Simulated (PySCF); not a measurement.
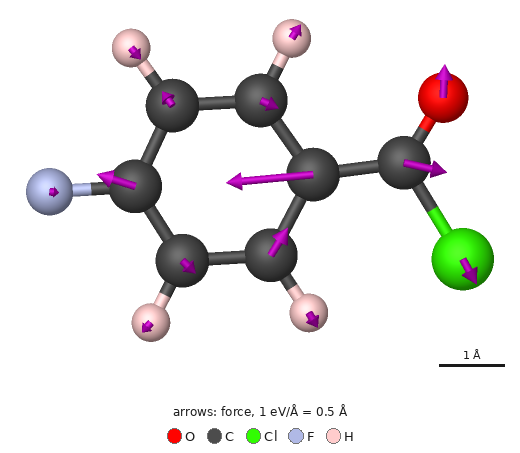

Starting geometry of C7H4ClFO with the computed forces as purple arrows. Style: ball-and-stick. Shown face on.

The start comes from GFN2-xTB. Its atoms were then displaced at random by about 0.01 Å.

All numbers below come from PBE0-D3(BJ)/def2-SVP geometry optimisation, gas phase (PySCF 2.14.0, density-fitted response routines). 

Is this structure relaxed? If not, where do the atoms go?

Answer. It isn't relaxed: the largest force vector, on a C atom, is 2.73 eV/Å. The final displacements follow the starting forces only in part (cosine between the two patterns 0.59). The Cl atom moves most after the best rigid fit: 0.059 Å. Largest moves by element: Cl 0.059 Å, O 0.047 Å, H 0.033 Å, C 0.031 Å, F 0.017 Å. Some distances before and after: C–C 1.426 → 1.479 Å, C–Cl 1.761 → 1.791 Å, C–C 1.372 → 1.391 Å, C–C 1.417 → 1.400 Å. Bond angles that change, for instance: O–C–C 128.4° → 125.6°, C–C–C 117.1° → 119.6°, O–C–Cl 117.4° → 119.5°. After 7 geometry steps the energy has fallen by 0.125 eV.
